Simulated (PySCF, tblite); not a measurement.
**C7H7BO: geometry, infrared bands and NMR shifts**

Wanted: the infrared bands and NMR shifts of C7H7BO (`C#C/C=C/OBC#CC`), by calculation.

The runs use tblite 0.8.0 and PySCF 2.14.0, with density-fitted response routines of our own; the level of theory stands in each step. All values are computed, except where a source is named. Atoms are numbered from 0 throughout.

## 1. Starting geometry

16 atoms, charge 0, multiplicity 1; geometry from: force field or distance geometry start.

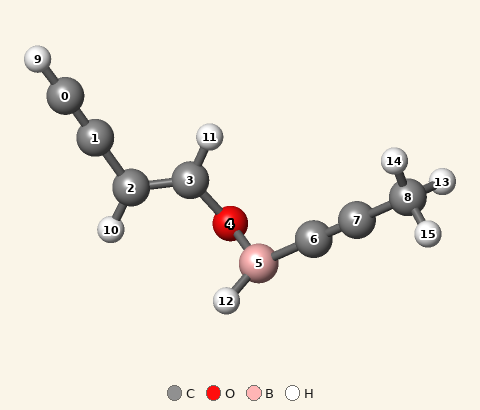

The starting geometry (carbon grey, oxygen red, boron pink, hydrogen white), atoms numbered.

## 2. Optimising the geometry with GFN2-xTB

What the job is given:

```
{"job": {"kind": "relax", "xc": "GFN2-xTB", "basis": "xTB"}, "charge": 0, "multiplicity": 1}
C     -4.361300     0.047000     0.892000
C     -3.531800     0.082500    -0.001300
C     -2.528800     0.095900    -1.029700
C     -1.423300     0.770200    -0.799600
O     -0.379000     0.873100    -1.685800
B      0.736600    -0.087900    -1.556400
C      1.819300     0.181500    -0.488500
C      2.676800     0.373300     0.370600
C      3.692300     0.577900     1.409700
H     -5.122900     0.012700     1.661500
H     -2.677000    -0.398200    -1.984700
H     -1.300700     1.260200     0.182500
H      0.496000    -1.179600    -1.928600
H      4.081200     1.619600     1.233000
H      3.290400     0.453300     2.420800
H      4.524500    -0.137500     1.293100
```

Launch:

```
$ OMP_NUM_THREADS=1 python probes_run.py task.json out
```

This one command runs all jobs of the session in turn.

Standard output:

```text
step      E/eV     max force
  0    -644.79932    2.325
  1    -644.94402    2.112
  2    -645.04326    2.219
  3    -645.12851    1.100
  4    -645.15892    1.580
  5    -645.18710    0.563
  6    -645.20420    0.288
  7    -645.21163    0.241
  8    -645.22402    0.268
  9    -645.22929    0.203
 10    -645.23602    0.228
 11    -645.24414    0.238
 12    -645.25656    0.413
 13    -645.27121    0.421
 14    -645.28802    0.408
 15    -645.30817    0.517
 16    -645.33846    0.620
 17    -645.37890    1.004
 18    -645.42334    1.005
 19    -645.46723    0.756
 20    -645.50101    0.909
 21    -645.55106    0.635
 22    -645.61953    0.566
 23    -645.65781    0.640
 24    -645.69293    0.598
 25    -645.72305    0.524
 26    -645.75411    0.470
 27    -645.78167    0.384
 28    -645.80199    0.369
 29    -645.82734    0.496
 30    -645.84907    0.364
 31    -645.86614    0.382
 32    -645.87700    0.308
 33    -645.88753    0.289
 34    -645.89720    0.277
 35    -645.90764    0.282
 36    -645.91543    0.272
 37    -645.92255    0.252
 38    -645.93124    0.259
 39    -645.94308    0.300
 40    -645.95480    0.266
 41    -645.96285    0.243
 42    -645.96900    0.245
 43    -645.97556    0.229
 44    -645.98294    0.224
 45    -645.98904    0.200
 46    -645.99372    0.191
 47    -645.99755    0.177
 48    -646.00271    0.208
 49    -646.00869    0.176
 50    -646.01410    0.180
 51    -646.01784    0.184
 52    -646.02090    0.153
 53    -646.02446    0.154
 54    -646.02878    0.138
 55    -646.03154    0.099
 56    -646.03320    0.154
 57    -646.03442    0.078
 58    -646.03594    0.102
 59    -646.03788    0.096
 60    -646.03910    0.070
 61    -646.03974    0.082
 62    -646.04028    0.072
 63    -646.04101    0.070
 64    -646.04175    0.070
 65    -646.04240    0.061
 66    -646.04292    0.045
 67    -646.04341    0.053
 68    -646.04392    0.060
 69    -646.04444    0.050
 70    -646.04497    0.056
 71    -646.04556    0.067
 72    -646.04636    0.093
 73    -646.04756    0.113
 74    -646.04935    0.136
 75    -646.05167    0.166
 76    -646.05424    0.139
 77    -646.05707    0.131
 78    -646.06002    0.134
 79    -646.06273    0.166
 80    -646.06423    0.119
 81    -646.06530    0.146
 82    -646.06591    0.065
 83    -646.06655    0.070
 84    -646.06739    0.130
 85    -646.06858    0.188
 86    -646.06960    0.154
 87    -646.07078    0.092
 88    -646.07212    0.115
 89    -646.07377    0.131
 90    -646.07555    0.226
 91    -646.07712    0.104
 92    -646.07844    0.121
 93    -646.07943    0.085
 94    -646.08025    0.169
 95    -646.08094    0.115
 96    -646.08177    0.081
 97    -646.08222    0.041
 98    -646.08250    0.074
 99    -646.08264    0.036
100    -646.08279    0.037
101    -646.08291    0.030
102    -646.08297    0.028
103    -646.08300    0.016
104    -646.08301    0.007
```

Run time: 0.67 s. Hardware: 1 thread of Arm Neoverse V1, shared host.

Relaxation path: (not every step is listed)

| step | energy from step 0 (eV) | largest force (eV/Å) |
| --- | --- | --- |
| 0 | 0.0000 | 2.3247 |
| 1 | -0.1447 | 2.1122 |
| 2 | -0.2439 | 2.2187 |
| 3 | -0.3292 | 1.1001 |
| 4 | -0.3596 | 1.5805 |
| 5 | -0.3878 | 0.5628 |
| 6 | -0.4049 | 0.2883 |
| 7 | -0.4123 | 0.2414 |
| 8 | -0.4247 | 0.2677 |
| 17 | -0.5796 | 1.0041 |
| 26 | -0.9548 | 0.4703 |
| 35 | -1.1083 | 0.2820 |
| 44 | -1.1836 | 0.2238 |
| 53 | -1.2251 | 0.1545 |
| 62 | -1.2410 | 0.0719 |
| 71 | -1.2462 | 0.0671 |
| 80 | -1.2649 | 0.1185 |
| 89 | -1.2745 | 0.1305 |
| 98 | -1.2832 | 0.0740 |
| 99 | -1.2833 | 0.0363 |
| 100 | -1.2835 | 0.0374 |
| 101 | -1.2836 | 0.0300 |
| 102 | -1.2837 | 0.0278 |
| 103 | -1.2837 | 0.0157 |
| 104 | -1.2837 | 0.0075 |

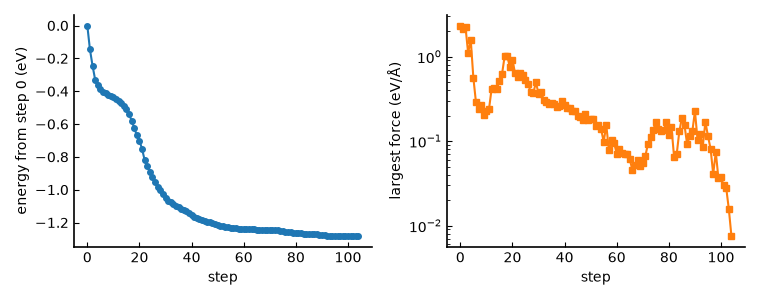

Energy and largest force along the relaxation.

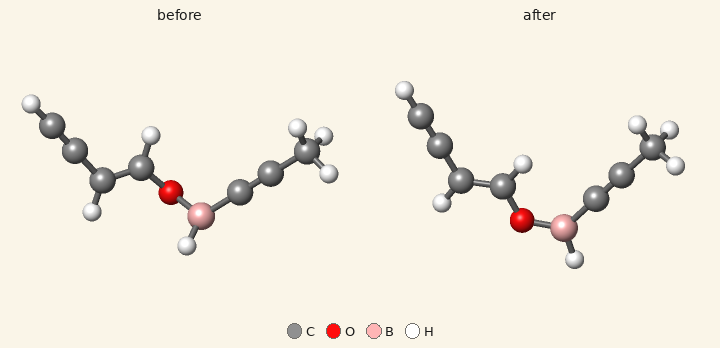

Before and after, at one scale.

Close pairs (by a distance rule), those that changed most:

| bond | before (Å) | after (Å) | change (Å) |
| --- | --- | --- | --- |
| O4–B5 | 1.478 | 1.345 | -0.133 |
| C8–H13 | 1.126 | 1.090 | -0.036 |
| C0–H9 | 1.083 | 1.049 | -0.034 |
| C1–C2 | 1.437 | 1.406 | -0.031 |
| B5–C6 | 1.544 | 1.518 | -0.027 |
| C3–O4 | 1.373 | 1.349 | -0.024 |
| C7–C8 | 1.467 | 1.445 | -0.022 |
| C6–C7 | 1.229 | 1.207 | -0.022 |

The end geometry stands in the next job.

## 3. Vibrational analysis with GFN2-xTB

What the job is given:

```
{"job": {"kind": "ir", "xc": "GFN2-xTB", "basis": "xTB"}, "charge": 0, "multiplicity": 1}
C     -4.127586     0.420240     1.166511
C     -3.379473     0.255971     0.240828
C     -2.538009     0.058461    -0.868057
C     -1.205030     0.060834    -0.776190
O     -0.429242    -0.135884    -1.862168
B      0.915407    -0.104455    -1.869801
C      1.759142     0.178736    -0.640446
C      2.429512     0.414512     0.335515
C      3.250187     0.697810     1.490677
H     -4.773089     0.565047     1.980329
H     -3.020055    -0.098203    -1.823991
H     -0.695152     0.219130     0.170443
H      1.411078    -0.310410    -2.914473
H      3.631770     1.717151     1.427411
H      2.668202     0.595516     2.406836
H      4.094738     0.009454     1.525166
```

Standard output:

```text
mode    cm-1     km/mol
  1      -9.3      0.07
  2      44.7      0.20
  3      74.3      0.01
  4     107.9      0.84
  5     119.1      0.68
  6     175.5      0.06
  7     219.8      2.95
  8     296.5      0.81
  9     303.6      1.99
 10     356.3      0.17
 11     360.3      0.91
 12     440.1      0.42
 13     464.5      1.26
 14     564.3      2.78
 15     633.8     33.07
 16     660.3     17.08
 17     732.6     92.48
 18     763.1     36.39
 19     769.7      0.86
 20     974.8     17.74
 21     985.2      3.05
 22    1009.7      7.96
 23    1023.7     18.48
 24    1045.8      5.24
 25    1094.4     92.97
 26    1195.6    114.89
 27    1222.5      9.32
 28    1279.6     14.63
 29    1302.2    669.33
 30    1384.9      1.80
 31    1450.5      7.86
 32    1451.7      6.23
 33    1649.4     66.32
 34    2253.7      1.98
 35    2321.9    251.17
 36    2606.2    182.39
 37    2998.6     22.19
 38    2999.8     20.26
 39    3005.0     31.99
 40    3007.3     28.23
 41    3062.0     21.79
 42    3397.9      7.59
```

Run time: 0.5 s. Hardware: 1 thread of Arm Neoverse V1, shared host.

The strongest bands and the atoms that carry them (share of the mass-weighted mode):

| cm⁻¹ | km/mol | atoms |
| --- | --- | --- |
| 733 | 92.5 | H12 55 %, B5 34 % |
| 763 | 36.4 | B5 51 %, C8 21 %, H12 11 % |
| 1094 | 93.0 | H12 20 %, C6 17 %, C8 15 %, B5 11 % |
| 1196 | 114.9 | O4 32 %, C3 21 %, B5 10 % |
| 1302 | 669.3 | B5 49 %, O4 29 % |
| 1649 | 66.3 | C3 48 %, C2 47 % |
| 2322 | 251.2 | C7 52 %, C6 46 % |
| 2606 | 182.4 | H12 92 % |

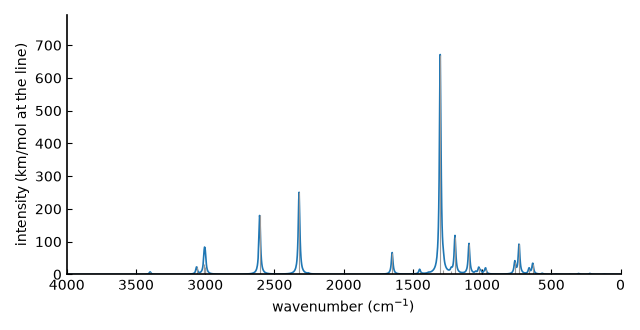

The infrared spectrum from these modes, unscaled. Lines are broadened to a width of 14 cm⁻¹ (Lorentzian).

## 4. NMR shieldings: PBE0/pcSseg-1

Same as in step 3 but for these lines:

```diff
@@ -1,2 +1,2 @@
-{"job": {"kind": "ir", "xc": "GFN2-xTB", "basis": "xTB"}, "charge": 0, "multiplicity": 1}
+{"job": {"kind": "nmr", "xc": "PBE0", "basis": "pcSseg-1"}, "charge": 0, "multiplicity": 1}
 C     -4.127586     0.420240     1.166511
```

Method: GIAO PBE0/pcSseg-1 NMR shielding, non-relativistic, gas phase.

Standard output:

```text
coarse grid: 14120 points
cycle   1  E = -370.2831375605  dE =  1.397e+00  |g| = 6.301e-01  |ddm| = 4.108e+00
cycle   2  E = -370.2352294955  dE =  4.791e-02  |g| = 8.134e-01  |ddm| = 1.259e+00
cycle   3  E = -370.3643688529  dE = -1.291e-01  |g| = 1.663e-01  |ddm| = 6.898e-01
cycle   4  E = -370.3697059404  dE = -5.337e-03  |g| = 6.649e-02  |ddm| = 1.693e-01
cycle   5  E = -370.3707087191  dE = -1.003e-03  |g| = 2.698e-02  |ddm| = 6.697e-02
cycle   6  E = -370.3708838665  dE = -1.751e-04  |g| = 4.389e-03  |ddm| = 2.444e-02
cycle   7  E = -370.3708875438  dE = -3.677e-06  |g| = 2.032e-03  |ddm| = 5.263e-03
final grid: 138480 points
cycle   8  E = -370.4367328658  dE = -2.993e-05  |g| = 1.151e-02  |ddm| = 5.424e-02
cycle   9  E = -370.4366829956  dE =  4.987e-05  |g| = 1.951e-02  |ddm| = 2.295e-02
cycle  10  E = -370.4367587841  dE = -7.579e-05  |g| = 2.593e-03  |ddm| = 1.489e-02
cycle  11  E = -370.4367603292  dE = -1.545e-06  |g| = 6.981e-04  |ddm| = 2.153e-03
cycle  12  E = -370.4367604387  dE = -1.095e-07  |g| = 1.505e-04  |ddm| = 5.620e-04
cycle  13  E = -370.4367604432  dE = -4.466e-09  |g| = 6.377e-05  |ddm| = 1.466e-04
cycle  14  E = -370.4367604442  dE = -9.921e-10  |g| = 1.806e-05  |ddm| = 6.371e-05
converged SCF energy = -370.4367604442

GIAO shielding tensors (ppm)
atom      isotropic    diamagn.    paramagn.     s11        s22        s33       span
  0 C       96.691     259.112    -162.421     33.640     48.147    208.286    174.647
  1 C      103.328     255.099    -151.771      2.174     10.114    297.696    295.522
  2 C       84.041     256.973    -172.932     -9.839    106.160    155.801    165.640
  3 C       21.579     256.765    -235.186    -93.151     57.075    100.813    193.964
  4 O       78.594     391.720    -313.126    -88.729    -13.569    338.080    426.810
  5 B       67.497     197.322    -129.825     34.658     64.362    103.471     68.814
  6 C       97.727     258.491    -160.764      9.670     12.193    271.318    261.648
  7 C       64.796     274.777    -209.981    -18.535     -5.281    218.204    236.740
  8 C      180.584     251.827     -71.244    172.573    173.579    195.600     23.027
  9 H       29.018      34.410      -5.392     25.068     25.328     36.659     11.591
 10 H       25.957      28.484      -2.527     22.704     26.532     28.637      5.933
 11 H       23.667      35.449     -11.782     20.100     20.619     30.284     10.184
 12 H       27.028      29.416      -2.388     24.287     26.775     30.023      5.736
 13 H       29.472      26.503       2.969     24.925     27.544     35.946     11.020
 14 H       29.553      32.303      -2.750     24.461     28.224     35.975     11.514
 15 H       29.456      25.585       3.871     24.673     27.567     36.128     11.456
```

Run time: 25 s. Hardware: 1 thread of Arm Neoverse V1, shared host; peak memory 0.83 GiB.

The references, computed at this level on geometries of the same kind, shield at (ppm): 1H TMS 31.72, 13C TMS 186.9, 17O H2O 336.1, 11B BF3·OEt2 100.1. Their shielding less the atom's gives the shift. The references are single molecules in the gas phase, so shifts against H2O, NH3, PH3, H3PO4 or CFCl3 are not on the usual liquid scales and can be off by tens of ppm. Atoms listed in one row are averaged.

| atoms | environment | σ (ppm) | δ (ppm) | δ scaled to CDCl3 |
| --- | --- | --- | --- | --- |
| C3 | alkene carbon bearing oxygen | 21.6 | 165.3 | 159.5 |
| C7 | alkyne carbon | 64.8 | 122.1 | 117.3 |
| C2 | β carbon of an enol-ether or enamine type C=C | 84.0 | 102.9 | 98.5 |
| C0 | terminal alkyne carbon | 96.7 | 90.2 | 86.2 |
| C6 | alkyne carbon | 97.7 | 89.2 | 85.1 |
| C1 | alkyne carbon | 103.3 | 83.6 | 79.7 |
| C8 | propargylic methyl carbon | 180.6 | 6.3 | 4.3 |
| H11 | hydrogen on an alkene carbon bearing oxygen | 23.67 | 8.05 | 7.69 |
| H10 | hydrogen on a β carbon of an enol-ether or enamine type C=C | 25.96 | 5.76 | 5.54 |
| H12 | hydrogen on a boron bonded to C, O | 27.03 | 4.69 | – |
| H9 | hydrogen on a terminal alkyne carbon | 29.02 | 2.70 | 2.65 |
| H13, H14, H15 | hydrogen on a propargylic methyl carbon | 29.49 | 2.22 | 2.20 |
| O4 | oxygen bonded to C, B | 78.6 | 257.5 | – |
| B5 | boron bonded to C, O, H | 67.5 | 32.6 | – |

The scaled column applies a straight-line fit of computed shieldings to shifts measured in CDCl3 (root-mean-square error 0.16 ppm for H, 1.9 ppm for C).

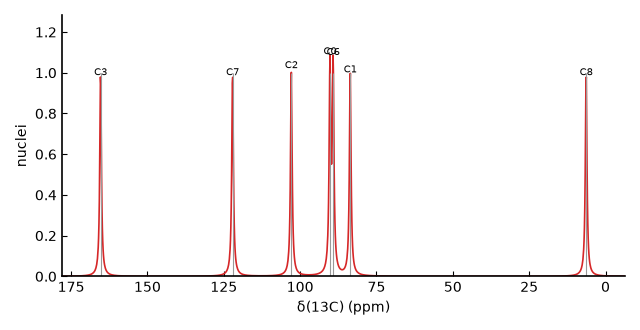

13C lines at the computed shifts, without couplings. Lines are broadened to a width of 0.64 ppm (Lorentzian).

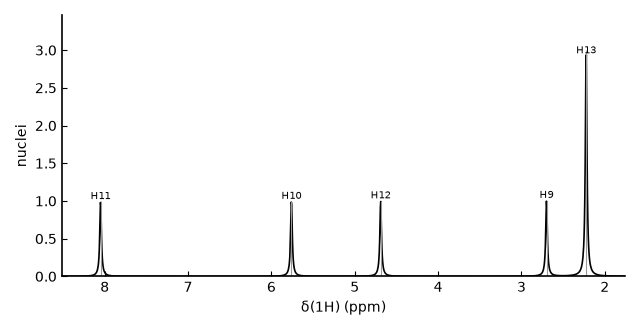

1H lines at the computed shifts, without couplings. Lines are broadened to a width of 0.02 ppm (Lorentzian).

The run also stored atomic charges by several schemes (e):

| atoms | Mulliken | IAO | Hirshfeld | ESP fit |
| --- | --- | --- | --- | --- |
| C0 | -0.33 | -0.24 | -0.12 | -0.44 |
| C1 | 0.27 | -0.02 | -0.05 | 0.07 |
| C2 | -0.24 | -0.21 | -0.06 | -0.35 |
| C3 | 0.20 | 0.08 | 0.05 | 0.30 |
| O4 | -0.42 | -0.31 | -0.12 | -0.53 |
| B5 | 0.39 | 0.24 | 0.19 | 0.87 |
| C6 | -0.30 | -0.22 | -0.15 | -0.78 |
| C7 | -0.18 | 0.03 | -0.01 | 0.41 |
| C8 | -0.16 | -0.44 | -0.09 | -0.59 |

Mulliken charges:

C0 -0.33; C1 0.27; C2 -0.24; C3 0.20; O4 -0.42; B5 0.39; C6 -0.30; C7 -0.18; C8 -0.16; H9 0.05; H10 0.14; H11 0.12; H12 -0.02; H13 0.16; H14 0.16; H15 0.16

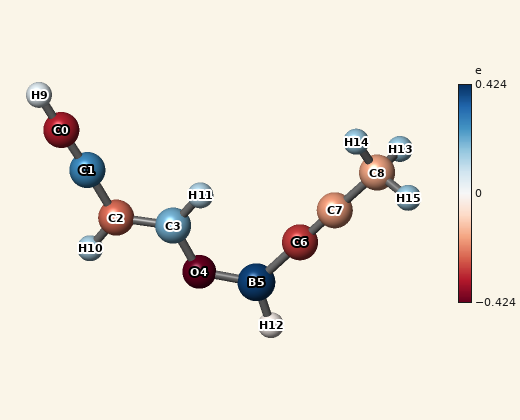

Mulliken charges, as colours on the atoms.

Mayer bond orders: C0–C1 2.41, C1–C2 1.09, C2–C3 1.80, C3–O4 0.93, O4–B5 1.17, B5–C6 1.08, C6–C7 2.53, C7–C8 1.18.

## 5. Results

| quantity | value |
| --- | --- |
| strongest single infrared mode (GFN2-xTB) | 1302 cm⁻¹, 669 km/mol |
| zero-point energy (GFN2-xTB) | 71.2 kcal/mol |
| 13C shifts against TMS (PBE0/pcSseg-1) | 165.3, 122.1, 102.9, 90.2, 89.2, 83.6, 6.3 ppm |
| 1H shifts against TMS (PBE0/pcSseg-1, means over atoms taken as alike) | 8.05, 5.76, 4.69, 2.70, 2.22 ppm |
| 17O shifts against H2O (PBE0/pcSseg-1) | 257.5 ppm |
| 11B shifts against BF3·OEt2 (PBE0/pcSseg-1) | 32.6 ppm |

**Reading.** Over 104 steps the energy fell by 1.284 eV; of the close pairs, O4–B5 changed most, 1.478 to 1.345 Å. The lowest mode is slightly imaginary (9i cm⁻¹), a soft motion within the noise of the Hessian, so the minimum is not strictly shown. The strongest single mode, at 1302 cm⁻¹, moves mainly B5 and O4. Unscaled tight-binding wavenumbers are off by several per cent, some by more. Its intensities can rank the bands wrongly. C3 (alkene carbon bearing oxygen) lies farthest downfield among carbon, at 165.3 ppm; an sp2 carbon further deshielded by the attached heteroatom. At PBE0/pcSseg-1: The largest span, 427 ppm, is at O4, where the paramagnetic term is -313 ppm.
